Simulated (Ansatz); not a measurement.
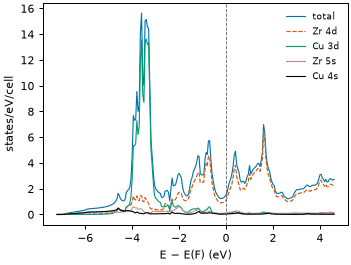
Figure: Total and projected density of states of Zr₂Cu (MoSi2 or CaC2 type, I4/mmm), PBEsol (plane waves, PAW; program Ansatz)

Which orbitals carry the states next to the Fermi level?

Within 0.5 eV of the Fermi level: Zr 4d 75 %, Zr 5s 6 %, outside the projected shells 11 %. Projections are on Löwdin-orthogonalised atomic valence shells; empty p or d shells of many metals are not among them.

Where is the tallest occupied peak in this window, and what makes it?

Near -3.6 eV, about 16 states/eV per cell; the largest projected share is Cu 3d.

The workflow started from an entry of the Crystallography Open Database (COD), which files this formula under 2 space groups. Its standing as an ambient phase is unchecked. The PBEsol relaxation kept the symmetry of its start; its stability against distortions is not shown here. The run is not spin-polarised. Spin–orbit coupling is left out wherever it is not named.

Potentials: the later of the program's two PAW sets.
